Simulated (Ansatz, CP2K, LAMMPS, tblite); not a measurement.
## Liquid dimethyl carbonate at 320 K (84 atoms): one structure in several programs

Aim: run liquid dimethyl carbonate at 320 K (84 atoms) in several programs and set results and cost side by side. A plane-wave run serves as the reference.

Main program and level: Ansatz 0.2.0; Kohn-Sham DFT, PBE, PAW, plane waves.

### 1. The starting structure

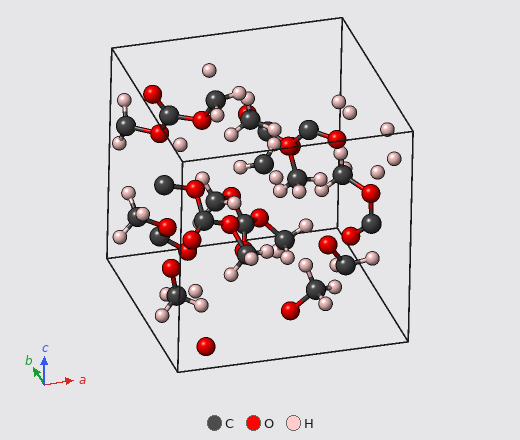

The starting structure, seen slightly off an axis (carbon dark grey, oxygen red, hydrogen pink). Bonds to atoms that aren't drawn are left out. Some periodic images of atoms are drawn too.

The cell holds 84 atoms: 21 C, 21 O and 42 H. Its edges and angles: a = 9.928 Å, b = 9.928 Å, c = 9.928 Å, α = 90.0°, β = 90.0°, γ = 90.0°. 7 dimethyl carbonate placed at random, at 1.07 g/cm³; overlaps pushed apart, then 10 ps at 470 K with MMFF94 bonds, angles, torsions, charges and radii (Halgren, J. Comput. Chem. 17, 490 (1996)) in harmonic and 12-6 forms. Snapshot after 20 ps at 320 K and fixed volume.

### 2. Plane-wave reference

The PAW files are the set soft_2.

input.yaml

```yaml
crystal:
  lattice:
    - [9.92798, 0.0, 0.0]
    - [0.0, 9.92798, 0.0]
    - [0.0, 0.0, 9.92798]
  atoms:
    - { symbol: C, position: [0.0986, 0.34757, 0.1624] }
    - { symbol: O, position: [0.07235, 0.34607, 0.2971] }
    - { symbol: C, position: [0.96497, 0.42804, 0.335] }
    - { symbol: O, position: [0.89441, 0.48519, 0.25489] }
    [... 74 atom lines left out ...]
    - { symbol: H, position: [0.25576, 0.10528, 0.37048] }
    - { symbol: H, position: [0.41908, 0.1355, 0.44035] }
    - { symbol: H, position: [0.30797, 0.99872, 0.49693] }
    - { symbol: H, position: [0.99507, 0.33528, 0.82811] }
    - { symbol: H, position: [0.9766, 0.17512, 0.77824] }
    - { symbol: H, position: [0.94396, 0.29461, 0.65423] }
kpoints:
  mp_grid: { grid: [1, 1, 1] }
hamiltonian:
  xc: pbe
scf:
  occupations: { method: fermi_dirac, width: 0.05 }
output:
  forces: true
  eigenvalues: true
  populations: true
  stress: true
```

Launch:

```
ansatz run input.yaml --threads 4 --pin off --max-ram 8192MiB --backend cpu --events-out ev --progress --plain --runs-dir out
```

Numbers of over 12 decimals in the logs are rounded to 6 here.

The log of the run:

```text
[...]
Pseudopotentials: kind: paw
Pseudopotential: C, paw, valence charge 4, recommended cutoff 420 eV (normal), C.paw.azcp
Pseudopotential: O, paw, valence charge 6, recommended cutoff 420 eV (normal), O.paw.azcp
Pseudopotential: H, paw, valence charge 1, recommended cutoff 420 eV (normal), H.paw.azcp
[... 5 lines on functional and potentials left out ...]
Crystal: 84 atoms, lattice volume = 978.549 Å³
Basis set: ecut = 420 eV, 19213 PW (Γ), exchange–correlation on 144×144×144 points (8 copies of the dense FFT grid, shifted against one another)
Bands: 210, of which v1, the nominal top of the filled ones, is band 126 counted from 1 (125 counted from 0)
Symmetry: 1 space group operations
Space group: P1 (ITA 1), of the structure as read, at distance tolerance 9.9e-5 Å
k-points: 1
[... 7 lines on functional and potentials left out ...]
Initial density: superposition of atomic densities (neutral atoms: chi_scale 0, normalization atom), corrected by the library's trained network
Initial wavefunctions: pseudopotential atomic-orbital guess
[...]
SCF iter   1: F=—  HF=-17843.298200 eV  |F-HF|=—  |Δ(HF+E_count)|=         —  Δρ=4.65e-3  dr2=2.14e-1  ethr=1.77e-3  ⟨swp⟩=6.0  Hψ=950  notcnv=0  defer=16
preconditioner: auto → Resta (q_TF=auto, 2.176 Å⁻¹)  ε∞=2.3  [insulator: Δε(μ)=5.532 eV  Ē_g=16.769 eV  σ=0.050 eV  W_gap=1.00  n_scr=170 (ndim 8)  ℏωp=18.8 eV  f_vac=0.303  D(μ)=0.00/eV (n_scr^D=0)  ε∞_Penn≈2.3]
[...]
SCF iter   9: F=—  HF=-17843.268452 eV  |F-HF|=—  |Δ(HF+E_count)|=   4.33e-7  Δρ=3.42e-6  dr2=1.20e-7  ethr=6.27e-10  ⟨swp⟩=2.0  Hψ=245  notcnv=0  defer=75
SCF iter  10: F=-17843.268452 eV  HF=-17843.268452 eV  |F-HF|=2.13e-8  |Δ(HF+E_count)|=   4.55e-8  Δρ=1.73e-6  dr2=2.80e-8  ethr=3.97e-11  ⟨swp⟩=15.0  Hψ=1291  notcnv=0
SCF 1 converged in 10 iterations: F = -17843.268452 eV  dr2 = 2.80e-8
[...]
SCF converged after 10 iterations
Free energy (F): -17843.268452 eV
Harris-Foulkes:  -17843.268452 eV  (|F-HF|=2.13e-8)
Internal energy: -17843.268452 eV  (E = F + TS)
E sigma→0 (E₀):  -17843.268452 eV
Fermi energy:    0.836341 eV
--- Per-component energies (eV) ---
[...]
Σ components = -17843.268452   (vs F -17843.268452, Δ=0.00e0)
--- Forces (eV/Å), atoms counted from 1 ---
  atom   1  C     -1.35026793     0.04321796    -3.43217018
  atom   2  O     -0.71971721     0.66761961     3.24556322
  atom   3  C      1.94004009    -0.31624270     0.06711062
  atom   4  O     -0.54470076     0.41492276    -0.16336877
[...]
atom  84  H      0.29732307     0.15331081     0.69609388
  max |Σ_I F_I| component: 1.48e-4 eV/Å
--- Stress (GPa, compression-positive) ---
        1.725259       0.323511       0.004434
        0.323511       0.812552      -0.072581
        0.004433      -0.072581       1.071561
  P = ⅓ Tr σ = 1.2031 GPa (12.031 kbar)
--- Band table (eV) ---
  k-point 0: bands = ["-24.2947", "-24.1086", "-24.0845", "-23.9781", [... 194 levels ...], "9.8766", "9.9109", "9.9833", "10.0208", "10.0715", "10.1822", "10.2328", "10.2971", "10.4366", "10.4872", "10.5287", "10.7160"]
--- Löwdin populations: 84 sites ---
  site symbol       q [e]
     0      C      4.2255
     1      O      6.2686
     2      C      3.3047
[...]
83      H      0.8287
  spilling = 0.013967 (of n_electrons = 252.000000)
```

Run time: 8.8 s. Hardware: 4 threads of Arm Neoverse V1, shared host; peak memory 0.97 GiB; 31 s of CPU time.

The run gave:

| Property | Result |
| --- | --- |
| free energy | -17843.2685 eV |
| free energy per atom | -212.4199 eV/atom |
| SCF cycles | 10 |
| pressure | 1.203 GPa |
| r.m.s. force component | 0.9718 eV/Å |
| longest force | 3.688 eV/Å |
| Fermi energy | 0.8363 eV |
| gap (highest filled to lowest empty level) | 5.449 eV |
| spilling of the projection | 0.01397 |

Neighbours are counted within 1.34 Å (H-C), 1.73 Å (C-O).

Length of the force by element and coordination:

| element | coordination | atoms | mean length of the force (eV/Å) | spread | least | most |
| --- | --- | --- | --- | --- | --- | --- |
| C | all | 21 | 2.09 | 0.77 | 0.772 | 3.69 |
| C | 3 | 7 | 2.06 | 0.544 | 1.47 | 3.11 |
| C | 4 | 14 | 2.10 | 0.861 | 0.772 | 3.69 |
| H | all | 42 | 1.13 | 0.620 | 0.235 | 2.56 |
| O | all | 21 | 1.48 | 0.927 | 0.206 | 3.39 |
| O | 1 | 7 | 1.17 | 0.813 | 0.539 | 2.88 |
| O | 2 | 14 | 1.64 | 0.941 | 0.206 | 3.39 |

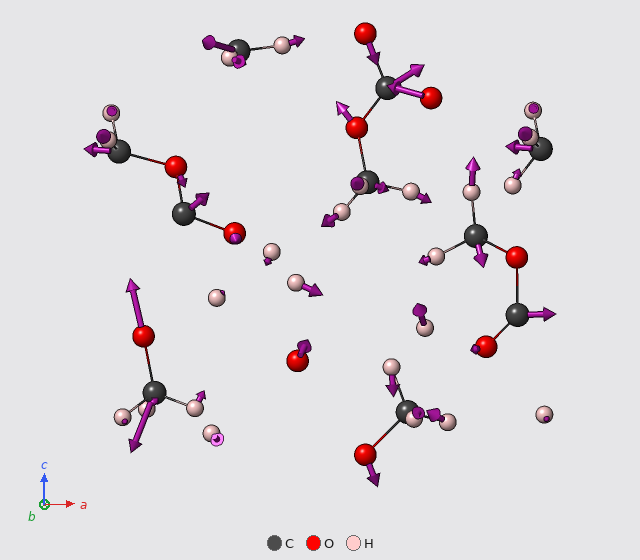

Forces as arrows; the longest in the cell is 3.69 eV/Å. Drawn is a slice 4 Å thick, seen along the normal of the ac plane. Bonds to atoms that aren't drawn are left out.

Löwdin charges by element and coordination (they lack the spilled electrons, 0.042 e an atom on average):

| element | coordination | atoms | mean charge (e) | spread | least | most |
| --- | --- | --- | --- | --- | --- | --- |
| C | all | 21 | 0.0823 | 0.437 | -0.261 | 0.717 |
| C | 3 | 7 | 0.700 | 0.0101 | 0.685 | 0.717 |
| C | 4 | 14 | -0.227 | 0.0162 | -0.261 | -0.201 |
| H | all | 42 | 0.203 | 0.0153 | 0.171 | 0.230 |
| O | all | 21 | -0.322 | 0.0773 | -0.450 | -0.242 |
| O | 1 | 7 | -0.429 | 0.0163 | -0.450 | -0.4 |
| O | 2 | 14 | -0.268 | 0.0123 | -0.285 | -0.242 |

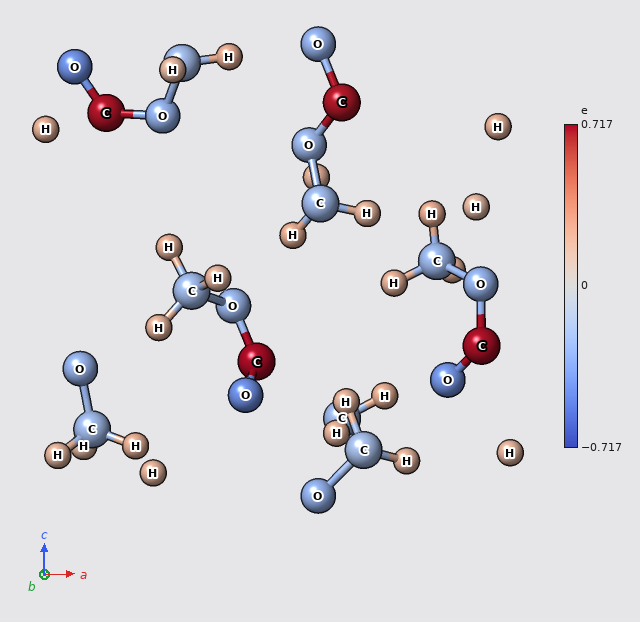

Atoms coloured by Löwdin charge. Drawn is a slice 4 Å thick, seen along the normal of the ac plane. Bonds to atoms that aren't drawn are left out.

The levels nearest the highest filled one (over half full), pooled over k-points and spins:

| level less the highest filled one (eV) | occupation |
| --- | --- |
| -0.280 | 2 |
| -0.242 | 2 |
| -0.198 | 2 |
| -0.178 | 2 |
| -0.0893 | 2 |
| 0 | 2 |
| 5.45 | 0 |
| 5.66 | 0 |
| 5.69 | 0 |
| 5.86 | 0 |
| 5.92 | 0 |
| 6.05 | 0 |

### 3. What was run beside it

The programs:
- CP2K 2026.2: Gaussian basis with GTH pseudopotentials and a plane-wave density; labels give functional, basis (MOLOPT sets; SR short-range, UZH the newer set with its own potentials), grid cutoff/relative cutoff and solver (OT: orbital transformation; TRS4, TC2, SIGN: linear-scaling purification with its sparsity filter), or its built-in tight binding.
- tblite 0.8.0: extended tight binding, driven from Python.

All use the same cell and atoms; the electronic-structure runs use the same k-mesh, and an electronic temperature of 580 K (0.05 eV) where levels are smeared.

Differences are against the plane-wave reference, forces as r.m.s. over components; share is that over the reference's r.m.s. force, slope the least-squares factor from reference forces to these. Total energies of different programs have different zeros and aren't compared.

| run | Δ force, r.m.s. (meV/Å) | share (%) | slope | Δ pressure (GPa) | Δ gap (eV) | cores | CPU time | memory (GiB) |
| --- | --- | --- | --- | --- | --- | --- | --- | --- |
| reference | - | - | - | - | - | 4 | 31 s | 0.97 |
| CP2K GFN1-xTB, OT DIIS | 349 | 36.0 | 1.004 | -2.79 | - | 1 | 3.1 s | 0.27 |
| CP2K PBE, DZVP-MOLOPT-SR, 210/50 Ry, OT DIIS (coarse) | 140 | 14.4 | 1.037 | 0.823 | 0.248 | 2 | 5.6 min | 0.5 |
| CP2K PBE, DZVP-MOLOPT-SR, 600/20 Ry, OT DIIS (coarse) | 147 | 15.1 | 1.034 | 0.996 | 0.241 | 4 | 4.4 min | 2.3 |
| CP2K PBE, DZVP-MOLOPT-SR, 600/50 Ry, OT DIIS | 136 | 13.9 | 1.039 | 0.740 | 0.247 | 4 | 7.9 min | 2.3 |
| CP2K PBE, DZVP-MOLOPT-SR, 600/50 Ry, SIGN filter 1e-05, SCF 1e-06 | 173 | 17.8 | 1.034 | 0.693 | - | 4 | 5.6 min | 2.2 |
| CP2K PBE, DZVP-MOLOPT-SR, 600/50 Ry, SIGN filter 1e-07, SCF 1e-07 | 139 | 14.3 | 1.042 | 0.754 | - | 4 | 7.5 min | 2.2 |
| CP2K PBE, DZVP-MOLOPT-SR, 840/50 Ry, OT DIIS | 133 | 13.7 | 1.040 | 0.737 | 0.247 | 4 | 9.8 min | 3.3 |
| CP2K PBE, SZV-MOLOPT-SR, 600/50 Ry, OT DIIS (coarse) | 2188 | 225 | 1.330 | 13.4 | -0.412 | 1 | 6 min | 1.3 |
| tblite GFN1-xTB | 349 | 35.9 | 1.002 | -2.87 | - | 1 | 1.6 s | 0.16 |

Rows marked coarse were listed beforehand as settings not expected to be converged; some can still land near the reference.

CPU time is summed over cores on a shared host, where runs went side by side, so it is rough. Symmetry, cutoffs, thresholds, outputs and thread counts weren't matched or tuned between programs; memory under MPI is the largest rank's times the ranks.

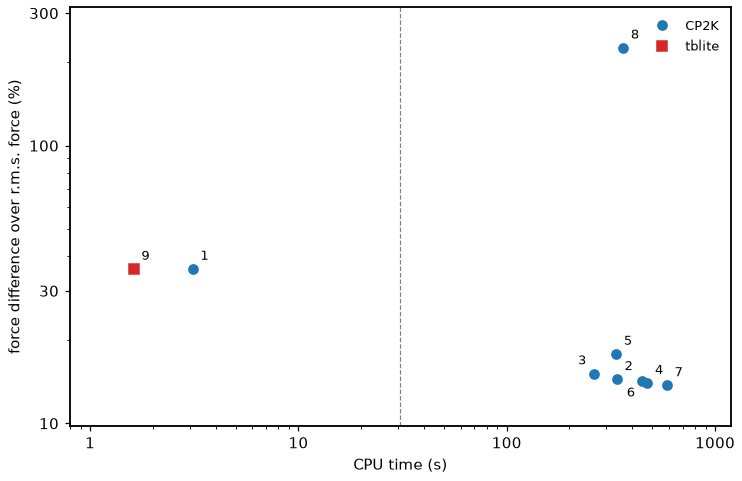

Force difference against CPU time; the dashed line marks the reference's time. Points: 1 CP2K GFN1-xTB, OT DIIS; 2 CP2K PBE, DZVP-MOLOPT-SR, 210/50 Ry, OT DIIS; 3 CP2K PBE, DZVP-MOLOPT-SR, 600/20 Ry, OT DIIS; 4 CP2K PBE, DZVP-MOLOPT-SR, 600/50 Ry, OT DIIS; 5 CP2K PBE, DZVP-MOLOPT-SR, 600/50 Ry, SIGN filter 1e-05, SCF 1e-06; 6 CP2K PBE, DZVP-MOLOPT-SR, 600/50 Ry, SIGN filter 1e-07, SCF 1e-07; 7 CP2K PBE, DZVP-MOLOPT-SR, 840/50 Ry, OT DIIS; 8 CP2K PBE, SZV-MOLOPT-SR, 600/50 Ry, OT DIIS; 9 tblite GFN1-xTB.

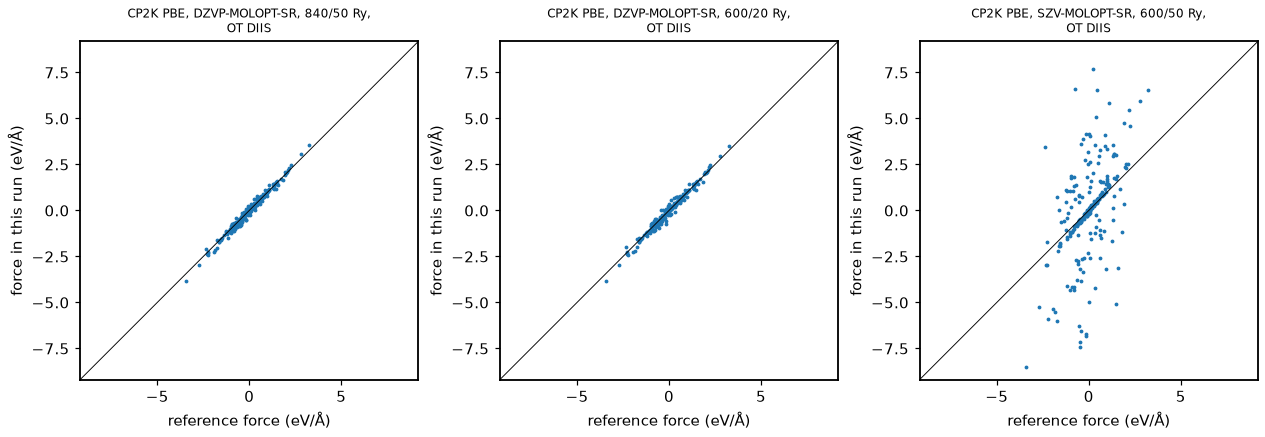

Force components against those of the reference; the line marks equality.

Mean charges by element (e), by run and scheme:

| run | scheme | C | O | H |
| --- | --- | --- | --- | --- |
| reference | Löwdin | +0.08 | -0.32 | +0.20 |
| CP2K GFN1-xTB, OT DIIS | Mulliken | +0.36 | -0.45 | +0.05 |
| CP2K PBE, DZVP-MOLOPT-SR, 600/50 Ry, OT DIIS | Mulliken | +0.01 | -0.18 | +0.08 |
| CP2K PBE, DZVP-MOLOPT-SR, 600/50 Ry, OT DIIS | Hirshfeld | +0.05 | -0.13 | +0.04 |
| CP2K PBE, DZVP-MOLOPT-SR, 600/50 Ry, SIGN filter 1e-05, SCF 1e-06 | Mulliken | +0.02 | -0.18 | +0.08 |
| CP2K PBE, DZVP-MOLOPT-SR, 600/50 Ry, SIGN filter 1e-07, SCF 1e-07 | Mulliken | +0.01 | -0.18 | +0.08 |
| CP2K PBE, DZVP-MOLOPT-SR, 840/50 Ry, OT DIIS | Mulliken | +0.01 | -0.18 | +0.08 |
| CP2K PBE, DZVP-MOLOPT-SR, 840/50 Ry, OT DIIS | Hirshfeld | +0.05 | -0.13 | +0.04 |
| tblite GFN1-xTB | Mulliken | +0.36 | -0.45 | +0.05 |

The reference's Löwdin charges lack the electrons that the projection spills, 0.042 e an atom on average.

Within one program, basis, potentials and functional, energies share a zero. Each run against its twin at the usual cutoff or grid and solver:

| run | twin | Δ energy (meV/atom) | Δ force, r.m.s. (meV/Å) | CPU time over the twin's |
| --- | --- | --- | --- | --- |
| CP2K PBE, DZVP-MOLOPT-SR, 210/50 Ry, OT DIIS | DZVP-MOLOPT-SR, 600/50 Ry, OT DIIS | -3.46 | 65.8 | 0.71 (this twin ran on 4 cores) |
| CP2K PBE, DZVP-MOLOPT-SR, 600/20 Ry, OT DIIS | DZVP-MOLOPT-SR, 600/50 Ry, OT DIIS | -3.75 | 43.2 | 0.55 |
| CP2K PBE, DZVP-MOLOPT-SR, 600/50 Ry, SIGN filter 1e-05, SCF 1e-06 | DZVP-MOLOPT-SR, 600/50 Ry, OT DIIS | 0.404 | 98.7 | 0.71 |
| CP2K PBE, DZVP-MOLOPT-SR, 600/50 Ry, SIGN filter 1e-07, SCF 1e-07 | DZVP-MOLOPT-SR, 600/50 Ry, OT DIIS | 0.0271 | 37.1 | 0.95 |
| CP2K PBE, DZVP-MOLOPT-SR, 840/50 Ry, OT DIIS | DZVP-MOLOPT-SR, 600/50 Ry, OT DIIS | 0.0763 | 23.4 | 1.2 |

### 4. Results

```yaml
reference_r_m_s_force_component: 0.972 eV/Å
nearest_in_forces: a tie at 14 % of 4 runs: CP2K PBE, DZVP-MOLOPT-SR, 210/50 Ry, OT DIIS (coarse); CP2K PBE, DZVP-MOLOPT-SR, 600/50 Ry, OT DIIS; CP2K PBE, DZVP-MOLOPT-SR, 600/50 Ry, SIGN filter 1e-07, SCF 1e-07; others
farthest_in_forces: CP2K PBE, SZV-MOLOPT-SR, 600/50 Ry, OT DIIS (coarse), 225 %
cheapest_electronic_structure_run_beside_the_reference: tblite GFN1-xTB, 1.6 s of CPU time
```

What this shows: The PBE runs in local orbitals, coarse settings apart, differ by 14 % (CP2K PBE, DZVP-MOLOPT-SR, 840/50 Ry, OT DIIS) to 18 % (CP2K PBE, DZVP-MOLOPT-SR, 600/50 Ry, SIGN filter 1e-05, SCF 1e-06); basis, grid and potentials can all enter. Tight binding differs by 36 % in each run; it is another model, with fitted parameters of its own, and the xTB methods hold dispersion. Runs with settings chosen to be coarse differ by 14 % (CP2K PBE, DZVP-MOLOPT-SR, 210/50 Ry, OT DIIS) to 225 % (CP2K PBE, SZV-MOLOPT-SR, 600/50 Ry, OT DIIS), their programs' other errors included. Of the electronic-structure runs that take under half the reference's CPU time, tblite GFN1-xTB is among the nearest, at 36 % in 1.6 s against 31 s; its pressure misses by -2.9 GPa. At the same functional, gaps differ from the reference's 5.45 eV by between -0.41 and +0.25 eV. In pressure, CP2K PBE, SZV-MOLOPT-SR, 600/50 Ry, OT DIIS misses by +13.4 GPa, at the same functional. Charges hang on model, scheme and program or settings: among these rows the mean for C runs from +0.01 to +0.36 e. With SIGN, tightening the sparsity filter from 1e-05 to 1e-07, and the SCF threshold with it, takes the force difference from the cubic solver from 99 to 37 meV/Å, and the CPU time from 0.71 to 0.95 times the cubic solver's. In the reference: filled and empty levels are parted by 5.45 eV (at Γ alone); a semilocal functional tends to put such gaps too low. In a disordered cell it changes from sample to sample and from frame to frame. In the reference: mean Löwdin charges: C +0.08, H +0.20, O -0.32 e (they miss 1.4 % of the electrons, so they add up to more than the cell's charge). Periodic xTB results under one method name differ between programs and library versions. The network of contacts between molecules at the start is that of the classical potential that made the cell, and needn't be the one that DFT or experiment would give. The reference's PBE has no dispersion term, which matters for the binding between molecules or layers. The density was typed from a rule of thumb and may lie off the real one at this temperature. The electronic-structure runs sample only Γ, in a cell whose shortest periodic width is 10 Å.

[Also dropped from logs without a mark: logging warnings of Python, and SIESTA's first energy breakdown and zero terms.]

[Logs are printed without paths, hosts, clocks, repeated set-up lines and the standing remarks that a program may print on its own settings, such as how far it seeks lower states.]

[Hosts, paths, dates, database ids (printed as entryN), source tags and the programs' standing remarks are cut or masked in the printed files.]

[The MMFF94 radii named for the starting cell were scaled by 0.96; in molecules described by MMFF94, hydrogen bound to N, O or S took a small fixed 12-6 site in their place.]
